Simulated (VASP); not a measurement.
Band structure of TlBr (CsCl type). Computed with vdW-DF-cx, VASP's PBE PAW potentials (set 64) (plane waves; VASP).

Unless said otherwise, spin-orbit coupling is left out, though it shifts the bands of the heavy elements here.

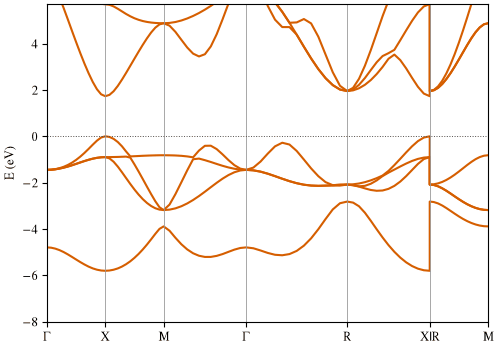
Fig. 1. Bands along high-symmetry lines, zero at the valence-band maximum or, without a gap, the Fermi level

Question: Read the plot: is there a gap, and where are the band edges?

Answer: The gap is direct, 1.73 eV, from the valence maximum at X to the conduction minimum at X. (Edges off the drawn lines would not show.)

The compound is TlBr in the CsCl type structure. It was relaxed first.
